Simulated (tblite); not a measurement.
Geometry relaxation of AsNH$_{5}$Se$_{2}$ (charge +1)

AsNH$_{5}$Se$_{2}$, charge +1, SMILES [NH3+][As]([SeH])[SeH], computed with GFN2-xTB geometry optimisation, gas phase (tblite 0.8.0).

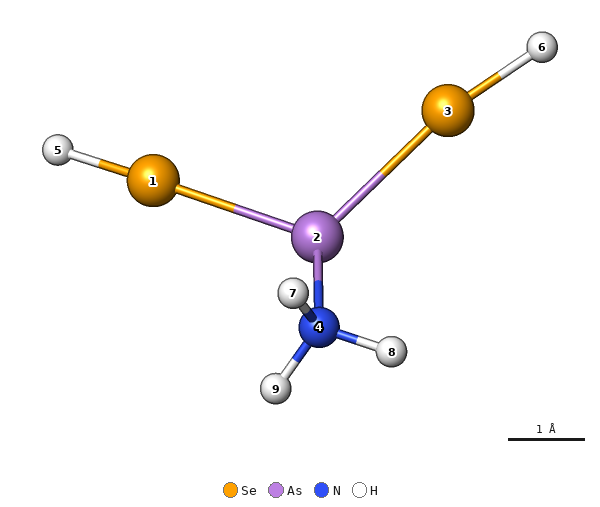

*The starting structure (ball-and-stick view, seen at a tilt; atoms are numbered from 1 in the order of the input).*

Bond lengths as drawn: As–N 1.89 Å, As–Se 2.40 Å, H–N 1.00 to 1.02 Å and H–Se 1.50 Å.

Input file
```
{"job": {"kind": "relax", "xc": "GFN2-xTB", "basis": "xTB"}, "charge": 1, "multiplicity": 1}
Se    -2.313450     1.537266    -1.905003
As    -1.291618    -0.224330    -0.636019
Se     1.024404     0.107988    -0.091737
N     -2.363029    -1.000109     0.712957
H     -2.850699     2.500395    -2.918132
H      2.499240     0.041795     0.193226
H     -2.570443    -0.326660     1.425723
H     -1.868384    -1.790748     1.127223
H     -3.220960    -1.346248     0.288136
```

The first line tells a small driver script what to run in tblite; the rest is the geometry in Å.

Run as:
```bash
OMP_NUM_THREADS=1 python <driver script> task.json out
```

Log
```
step      E/eV     max force
  0    -371.60855    2.949
  1    -371.79511    2.521
  2    -372.23710    1.603
  3    -372.45065    0.721
  4    -372.52957    0.965
  5    -372.65093    1.188
  6    -372.79940    1.169
  7    -372.92536    1.400
  8    -373.01485    1.111
  9    -373.13722    0.811
 10    -373.20389    0.760
 11    -373.28620    0.932
 12    -373.37809    1.147
 13    -373.43769    1.144
 14    -373.50051    0.947
 15    -373.57176    0.670
 16    -373.66889    0.727
 17    -373.77210    0.862
 18    -373.87541    0.891
 19    -373.96254    1.000
 20    -374.06181    1.125
 21    -374.15356    1.166
 22    -374.27273    1.144
 23    -374.36565    1.160
 24    -374.49216    1.308
 25    -374.60430    1.380
 26    -374.76586    1.481
 27    -374.90408    1.239
 28    -374.97888    0.645
 29    -375.01365    0.587
 30    -375.04799    0.583
 31    -375.08904    0.543
 32    -375.13333    0.685
 33    -375.21007    0.807
 34    -375.28061    0.797
 35    -375.33467    0.607
 36    -375.35178    0.567
 37    -375.36649    0.397
 38    -375.37472    0.199
 39    -375.37779    0.145
 40    -375.37977    0.152
 41    -375.38192    0.136
 42    -375.38512    0.180
 43    -375.38763    0.158
 44    -375.38982    0.111
 45    -375.39209    0.118
 46    -375.39486    0.152
 47    -375.39821    0.176
 48    -375.40212    0.178
 49    -375.40577    0.143
 50    -375.40813    0.094
 51    -375.40938    0.099
 52    -375.41041    0.097
 53    -375.41151    0.108
 54    -375.41261    0.132
 55    -375.41365    0.116
 56    -375.41478    0.128
 57    -375.41608    0.098
 58    -375.41728    0.077
 59    -375.41824    0.065
 60    -375.41873    0.047
 61    -375.41891    0.028
 62    -375.41899    0.027
 63    -375.41905    0.021
 64    -375.41910    0.020
 65    -375.41914    0.019
 66    -375.41920    0.026
 67    -375.41931    0.037
 68    -375.41953    0.045
 69    -375.41992    0.050
 70    -375.42035    0.053
 71    -375.42063    0.030
 72    -375.42071    0.011
 73    -375.42072    0.011
 74    -375.42073    0.011
 75    -375.42075    0.010
 76    -375.42077    0.011
 77    -375.42079    0.013
 78    -375.42081    0.015
 79    -375.42083    0.014
 80    -375.42085    0.010
 81    -375.42087    0.006
```

Trajectory as extended XYZ (Å, eV, eV/Å), 23 of the 28 frames kept, from step=0 to step=81
```
9
Properties=species:S:1:pos:R:3:forces:R:3 step=0 energy=-371.60855
Se   -2.3135    1.5373   -1.9050   -0.3240  -0.1870  -0.4040
As   -1.2916   -0.2243   -0.6360    1.9380   1.4930  -1.6470
Se    1.0244    0.1080   -0.0917    0.3250  -0.0720  -0.5050
N    -2.3630   -1.0001    0.7130   -1.0660  -1.4830   1.0010
H    -2.8507    2.5004   -2.9181   -0.0370   0.1490   0.1480
H     2.4992    0.0418    0.1932   -0.1210  -0.1080   0.3620
H    -2.5704   -0.3267    1.4257   -0.3690   0.4540   0.7530
H    -1.8684   -1.7907    1.1272   -0.0210  -0.1460   0.1840
H    -3.2210   -1.3462    0.2881   -0.3240  -0.0990   0.1080
9
Properties=species:S:1:pos:R:3:forces:R:3 step=3 energy=-372.45065
Se   -2.3626    1.5053   -1.9465   -0.6490  -0.3040   0.0030
As   -1.0664   -0.0480   -0.8237    0.2630   0.3750  -0.5570
Se    1.0616    0.1009   -0.1513    0.4010  -0.1210   0.1090
N    -2.4671   -1.0864    0.8337    0.3490   0.4350  -0.3350
H    -2.8483    2.5228   -2.9045    0.3070   0.2270  -0.0480
H     2.4881    0.0276    0.2356    0.0990   0.0580   0.0250
H    -2.6107   -0.3153    1.4856   -0.2560  -0.6050   0.0530
H    -1.8665   -1.8356    1.1672   -0.5180   0.0510   0.2100
H    -3.2830   -1.3721    0.3003    0.0030  -0.1150   0.5390
9
Properties=species:S:1:pos:R:3:forces:R:3 step=6 energy=-372.79940
Se   -2.5101    1.4407   -1.9859   -0.6520   0.0730  -0.1640
As   -0.8610    0.1458   -1.0627   -0.6540  -0.0470  -0.1960
Se    1.1550    0.0605   -0.1709   -0.2040  -0.9150   0.4440
N    -2.4937   -1.0985    0.8642    0.5800   0.5170  -0.7790
H    -2.7951    2.5740   -2.8974    0.4260   0.0270   0.1260
H     2.5091    0.0368    0.2719    0.9590   0.6680  -0.0210
H    -2.6845   -0.3857    1.5541   -0.1560  -0.2250   0.1800
H    -1.9424   -1.8638    1.2314   -0.2750   0.0110   0.1300
H    -3.3322   -1.4105    0.3918   -0.0250  -0.1080   0.2800
9
Properties=species:S:1:pos:R:3:forces:R:3 step=12 energy=-373.37809
Se   -2.6890    1.4169   -2.0094   -0.2220  -0.2350   0.1200
As   -1.0156    0.1245   -1.0879    0.4030  -0.2710   0.0930
Se    1.1500   -0.2182   -0.0862    0.4870   0.0650  -0.0190
N    -2.4503   -1.0392    0.7991   -0.0170   0.1000   0.0690
H    -2.6266    2.6003   -2.8524    0.4770   0.1540   0.1300
H     2.6557    0.2704    0.2405   -1.0890   0.1390  -0.3320
H    -2.6973   -0.4218    1.5606   -0.0700   0.2480   0.1500
H    -1.9722   -1.8269    1.2157    0.3010  -0.1790   0.0060
H    -3.3096   -1.4067    0.4166   -0.2700  -0.0200  -0.2180
9
Properties=species:S:1:pos:R:3:forces:R:3 step=15 energy=-373.57176
Se   -2.7239    1.3893   -1.9934    0.2740   0.0680   0.0120
As   -1.0151    0.0508   -1.0357    0.0460  -0.3460  -0.0680
Se    1.1881   -0.2984   -0.0759   -0.1480   0.0810  -0.1680
N    -2.4864   -1.0548    0.8411    0.3010   0.2460  -0.3890
H    -2.5148    2.6134   -2.8095    0.3260  -0.2480   0.4090
H     2.5098    0.3751    0.1703   -0.5080   0.2540  -0.1690
H    -2.6860   -0.3600    1.5638   -0.1140  -0.5410  -0.1570
H    -1.9022   -1.8268    1.1826   -0.5390   0.3820  -0.0220
H    -3.3246   -1.3891    0.3531    0.3640   0.1050   0.5530
9
Properties=species:S:1:pos:R:3:forces:R:3 step=18 energy=-373.87541
Se   -2.7539    1.3567   -1.9499    0.7780   0.3180   0.1100
As   -1.0802   -0.1881   -0.9207    0.1790  -0.2640  -0.8060
Se    1.2272   -0.4417   -0.0546   -0.8410   0.0090  -0.2200
N    -2.4474   -0.9910    0.7915    0.1580   0.2990  -0.1320
H    -2.2489    2.5928   -2.6693    0.0330  -0.6710   0.5860
H     2.1887    0.6207    0.0056   -0.0640   0.4670  -0.0070
H    -2.6825   -0.3467    1.5405   -0.0660  -0.0910   0.1190
H    -1.8719   -1.7615    1.1200   -0.1750  -0.0500   0.2020
H    -3.2860   -1.3419    0.3332   -0.0020  -0.0180   0.1470
9
Properties=species:S:1:pos:R:3:forces:R:3 step=21 energy=-374.15356
Se   -2.6988    1.3419   -1.8967    0.9290   0.0020   0.3350
As   -1.0582   -0.4098   -0.9010    0.0480   0.0850  -1.1620
Se    1.2293   -0.4945   -0.0749   -0.7510   0.3530  -0.1490
N    -2.3985   -0.9167    0.7380   -0.2170  -0.1430   0.4430
H    -2.0196    2.5236   -2.4977   -0.0150  -0.5590   0.3930
H     1.8175    0.8227   -0.1450   -0.1530   0.1460   0.0380
H    -2.6958   -0.3561    1.5331    0.1670   0.4130   0.1270
H    -1.8762   -1.7087    1.0917    0.1700  -0.2970   0.3190
H    -3.2547   -1.3031    0.3488   -0.1780   0.0000  -0.3430
9
Properties=species:S:1:pos:R:3:forces:R:3 step=27 energy=-374.90408
Se   -2.3210    1.1949   -1.6976   -0.0480  -0.8790   0.1330
As   -0.8919   -0.7023   -1.2085   -1.2080   0.2170  -0.1700
Se    1.0930   -0.3334   -0.2461    0.2350   0.7600  -0.0940
N    -2.3987   -0.8889    0.7813   -0.0100  -0.3070  -0.0820
H    -1.5990    2.3345   -2.1145    0.6680   0.3680  -0.0480
H     1.0030    1.1242   -0.3767    0.2190  -0.1470   0.1970
H    -2.6994   -0.3002    1.5618    0.2650   0.0560  -0.2180
H    -1.8898   -1.6879    1.1520   -0.1790  -0.0560   0.2400
H    -3.2513   -1.2417    0.3446    0.0590  -0.0140   0.0430
9
Properties=species:S:1:pos:R:3:forces:R:3 step=30 energy=-375.04799
Se   -2.2923    1.1486   -1.6754   -0.0550   0.1930  -0.3140
As   -0.9786   -0.7234   -1.2423   -0.1250   0.1520   0.2790
Se    1.0636   -0.2935   -0.2632   -0.2280   0.4250  -0.3280
N    -2.3941   -0.9035    0.7794    0.0670  -0.1630  -0.0750
H    -1.5220    2.3254   -2.0815    0.2580  -0.2940   0.2060
H     0.9857    1.1627   -0.3780    0.0960  -0.1260   0.1230
H    -2.6703   -0.2827    1.5427    0.1900   0.0680  -0.2110
H    -1.8998   -1.6954    1.1772   -0.1430  -0.1620   0.2100
H    -3.2473   -1.2388    0.3374   -0.0590  -0.0950   0.1100
9
Properties=species:S:1:pos:R:3:forces:R:3 step=33 energy=-375.21007
Se   -2.3166    1.1497   -1.7281    0.1140   0.6990  -0.3870
As   -1.1297   -0.7440   -1.1932    0.5640   0.1820   0.0070
Se    0.9813   -0.2001   -0.3480   -0.1630  -0.3170  -0.1500
N    -2.3578   -0.9526    0.7470   -0.2130  -0.1610   0.4220
H    -1.3357    2.2517   -1.9917   -0.1880  -0.5920   0.2660
H     0.9876    1.2375   -0.3599   -0.1710   0.2440  -0.0300
H    -2.5796   -0.2489    1.4523    0.1690   0.2810  -0.1250
H    -1.9563   -1.7365    1.2547    0.0730  -0.2030   0.0290
H    -3.2481   -1.2575    0.3633   -0.1850  -0.1320  -0.0330
9
Properties=species:S:1:pos:R:3:forces:R:3 step=36 energy=-375.35178
Se   -2.2624    1.1784   -1.7797    0.0960   0.0930  -0.1700
As   -1.1022   -0.7599   -1.2355   -0.3560   0.0950  -0.1510
Se    0.9166   -0.1043   -0.4746    0.5390  -0.0020   0.1760
N    -2.3657   -1.0079    0.7782   -0.0490  -0.0730  -0.0160
H    -1.1414    2.1164   -1.8281   -0.1110  -0.1130   0.0910
H     0.7911    1.3443   -0.3870   -0.1220   0.0080  -0.0370
H    -2.5126   -0.2065    1.3887    0.0840   0.0410   0.0070
H    -2.0060   -1.7830    1.3331   -0.0240   0.0220   0.0080
H    -3.2723   -1.2781    0.4013   -0.0570  -0.0710   0.0910
9
Properties=species:S:1:pos:R:3:forces:R:3 step=42 energy=-375.38512
Se   -2.2385    1.1902   -1.8392    0.0400  -0.0270  -0.0880
As   -1.1145   -0.7423   -1.2580    0.0870   0.0230   0.0260
Se    0.9580   -0.0730   -0.4902   -0.0990  -0.1510  -0.0090
N    -2.3748   -1.0292    0.7767   -0.0410   0.0720   0.0420
H    -1.1024    2.0892   -1.7625   -0.0360   0.0700   0.0490
H     0.7190    1.3558   -0.4022   -0.0090   0.0850  -0.0030
H    -2.4792   -0.2058    1.3681    0.0280   0.0210  -0.0400
H    -2.0236   -1.7866    1.3565    0.0880  -0.0780   0.0040
H    -3.2990   -1.2990    0.4471   -0.0590  -0.0150   0.0190
9
Properties=species:S:1:pos:R:3:forces:R:3 step=45 energy=-375.39209
Se   -2.2142    1.1785   -1.8735    0.0430   0.0000  -0.0680
As   -1.0975   -0.7446   -1.2490   -0.0650  -0.0560  -0.0800
Se    0.9615   -0.0785   -0.4845   -0.0430  -0.0330   0.0480
N    -2.3859   -1.0299    0.7770    0.0450  -0.0060   0.0250
H    -1.1108    2.1175   -1.7369   -0.0470   0.0080   0.0480
H     0.6828    1.3461   -0.4170    0.0670   0.0710   0.0160
H    -2.4692   -0.2035    1.3653   -0.0220   0.0360  -0.0110
H    -2.0036   -1.7827    1.3472   -0.0200  -0.0170  -0.0460
H    -3.3181   -1.3035    0.4677    0.0430  -0.0010   0.0680
9
Properties=species:S:1:pos:R:3:forces:R:3 step=48 energy=-375.40212
Se   -2.1945    1.1722   -1.9485   -0.0310   0.1140  -0.0570
As   -1.1194   -0.7329   -1.2559    0.0390  -0.1490  -0.0890
Se    0.9435   -0.1058   -0.4588   -0.0650   0.0970   0.0570
N    -2.3915   -1.0336    0.7811    0.0000  -0.0920  -0.0390
H    -1.1491    2.1597   -1.7096   -0.0250  -0.0470   0.0520
H     0.7285    1.3401   -0.4091    0.0420  -0.0680  -0.0090
H    -2.4520   -0.1945    1.3532   -0.0230  -0.0330   0.0580
H    -1.9855   -1.7900    1.3339   -0.0510   0.1250  -0.0370
H    -3.3350   -1.3157    0.5099    0.1140   0.0530   0.0640
9
Properties=species:S:1:pos:R:3:forces:R:3 step=51 energy=-375.40938
Se   -2.1665    1.1742   -2.0116   -0.0490   0.0170  -0.0270
As   -1.1206   -0.7425   -1.2909    0.0170   0.0160  -0.0210
Se    0.9194   -0.1088   -0.4403   -0.0320  -0.0030   0.0510
N    -2.3906   -1.0359    0.7771   -0.0080   0.0250  -0.0050
H    -1.1676    2.1774   -1.6633    0.0040  -0.0570   0.0440
H     0.7359    1.3388   -0.4115   -0.0050  -0.0310  -0.0230
H    -2.4413   -0.1962    1.3500    0.0260  -0.0110   0.0340
H    -1.9814   -1.7860    1.3291    0.0890   0.0170   0.0340
H    -3.3422   -1.3216    0.5576   -0.0430   0.0250  -0.0850
9
Properties=species:S:1:pos:R:3:forces:R:3 step=54 energy=-375.41261
Se   -2.1647    1.1779   -2.0294   -0.0140  -0.0990  -0.0060
As   -1.1171   -0.7487   -1.3085   -0.0580   0.1150   0.0280
Se    0.9055   -0.1137   -0.4217   -0.0220  -0.0120   0.0290
N    -2.3916   -1.0324    0.7770    0.0650   0.0350  -0.0070
H    -1.1740    2.1707   -1.6419    0.0240  -0.0180   0.0430
H     0.7345    1.3352   -0.4195   -0.0110  -0.0270  -0.0190
H    -2.4383   -0.1983    1.3590    0.0010   0.0060  -0.0130
H    -1.9648   -1.7761    1.3271   -0.0160   0.0060  -0.0360
H    -3.3443   -1.3152    0.5544    0.0310  -0.0070  -0.0190
9
Properties=species:S:1:pos:R:3:forces:R:3 step=60 energy=-375.41873
Se   -2.1509    1.1693   -2.0690   -0.0230   0.0100   0.0000
As   -1.1455   -0.7497   -1.3043    0.0120  -0.0300  -0.0180
Se    0.8617   -0.1299   -0.3707    0.0190   0.0130   0.0100
N    -2.3733   -1.0105    0.7650    0.0060   0.0240   0.0200
H    -1.1869    2.1472   -1.5830   -0.0080   0.0030   0.0110
H     0.7213    1.3192   -0.4491    0.0000  -0.0190   0.0030
H    -2.4236   -0.1871    1.3611    0.0000   0.0460  -0.0120
H    -1.9342   -1.7567    1.2999    0.0130  -0.0400   0.0010
H    -3.3235   -1.3025    0.5464   -0.0190  -0.0070  -0.0160
9
Properties=species:S:1:pos:R:3:forces:R:3 step=63 energy=-375.41905
Se   -2.1512    1.1690   -2.0711   -0.0110  -0.0170   0.0070
As   -1.1432   -0.7515   -1.3066    0.0020  -0.0030  -0.0010
Se    0.8620   -0.1314   -0.3662    0.0040  -0.0030  -0.0020
N    -2.3730   -1.0081    0.7668    0.0020  -0.0050  -0.0100
H    -1.1914    2.1478   -1.5795   -0.0030   0.0060   0.0120
H     0.7202    1.3159   -0.4506    0.0030  -0.0010   0.0050
H    -2.4241   -0.1829    1.3613    0.0060   0.0030  -0.0130
H    -1.9315   -1.7577    1.2966   -0.0100   0.0120   0.0020
H    -3.3228   -1.3019    0.5456    0.0070   0.0080   0.0000
9
Properties=species:S:1:pos:R:3:forces:R:3 step=66 energy=-375.41920
Se   -2.1579    1.1662   -2.0619    0.0110   0.0050   0.0080
As   -1.1427   -0.7535   -1.3048    0.0120   0.0010   0.0020
Se    0.8641   -0.1317   -0.3666    0.0000  -0.0140  -0.0080
N    -2.3708   -1.0062    0.7654   -0.0040  -0.0010  -0.0080
H    -1.1911    2.1464   -1.5818   -0.0230  -0.0120   0.0060
H     0.7217    1.3150   -0.4494   -0.0010   0.0080   0.0050
H    -2.4252   -0.1807    1.3594    0.0130  -0.0030  -0.0130
H    -1.9335   -1.7569    1.2968   -0.0010   0.0110   0.0110
H    -3.3194   -1.2992    0.5393   -0.0070   0.0050  -0.0020
9
Properties=species:S:1:pos:R:3:forces:R:3 step=69 energy=-375.41992
Se   -2.1677    1.1539   -2.0467    0.0380   0.0260   0.0060
As   -1.1341   -0.7639   -1.3066   -0.0050  -0.0020  -0.0040
Se    0.8688   -0.1354   -0.3676    0.0090   0.0050  -0.0090
N    -2.3642   -1.0013    0.7547   -0.0050   0.0260   0.0370
H    -1.2049    2.1382   -1.5609   -0.0410  -0.0290  -0.0050
H     0.7157    1.3113   -0.4461    0.0040  -0.0030   0.0080
H    -2.4145   -0.1678    1.3387    0.0130  -0.0060  -0.0260
H    -1.9400   -1.7477    1.3016    0.0250  -0.0150   0.0120
H    -3.3142   -1.2879    0.5292   -0.0380  -0.0020  -0.0200
9
Properties=species:S:1:pos:R:3:forces:R:3 step=75 energy=-375.42075
Se   -2.1648    1.1441   -2.0553   -0.0030  -0.0050  -0.0040
As   -1.1302   -0.7723   -1.3125    0.0030   0.0010   0.0020
Se    0.8698   -0.1426   -0.3640    0.0010  -0.0040  -0.0080
N    -2.3610   -0.9987    0.7476    0.0020  -0.0010  -0.0060
H    -1.2359    2.1334   -1.5256    0.0010  -0.0010   0.0050
H     0.7177    1.3039   -0.4396    0.0000   0.0040   0.0040
H    -2.3957   -0.1515    1.3112   -0.0040   0.0000   0.0090
H    -1.9389   -1.7392    1.3051   -0.0020   0.0060  -0.0020
H    -3.3159   -1.2777    0.5294    0.0020   0.0010   0.0000
9
Properties=species:S:1:pos:R:3:forces:R:3 step=78 energy=-375.42081
Se   -2.1661    1.1410   -2.0539    0.0010  -0.0010  -0.0020
As   -1.1280   -0.7739   -1.3128    0.0000  -0.0030   0.0000
Se    0.8731   -0.1429   -0.3681    0.0000   0.0000  -0.0050
N    -2.3598   -0.9974    0.7464   -0.0050   0.0100   0.0020
H    -1.2390    2.1305   -1.5208   -0.0020  -0.0010   0.0010
H     0.7163    1.3037   -0.4367    0.0020   0.0000   0.0030
H    -2.3970   -0.1500    1.3097    0.0090   0.0020   0.0090
H    -1.9395   -1.7376    1.3056   -0.0050   0.0050  -0.0030
H    -3.3150   -1.2740    0.5271    0.0000  -0.0130  -0.0060
9
Properties=species:S:1:pos:R:3:forces:R:3 step=81 energy=-375.42087
Se   -2.1666    1.1381   -2.0550    0.0020   0.0010   0.0000
As   -1.1260   -0.7752   -1.3133   -0.0050  -0.0030  -0.0010
Se    0.8760   -0.1439   -0.3725    0.0020   0.0050   0.0000
N    -2.3598   -0.9944    0.7458   -0.0010   0.0030   0.0030
H    -1.2436    2.1283   -1.5163   -0.0010   0.0010  -0.0010
H     0.7169    1.3031   -0.4329    0.0010  -0.0030   0.0010
H    -2.3977   -0.1486    1.3117    0.0020   0.0010   0.0000
H    -1.9400   -1.7352    1.3045    0.0000  -0.0020   0.0000
H    -3.3141   -1.2729    0.5244    0.0010  -0.0020  -0.0030
```

Key numbers

```json
{"quantity": "outcome", "value": "converged"}
{"quantity": "total energy", "value": "−375.4209 eV"}
{"quantity": "hardware", "value": "1 CPU thread, shared host"}
{"quantity": "wall time", "value": "1.1 s"}
{"quantity": "peak memory", "value": "0.18 GiB"}
```
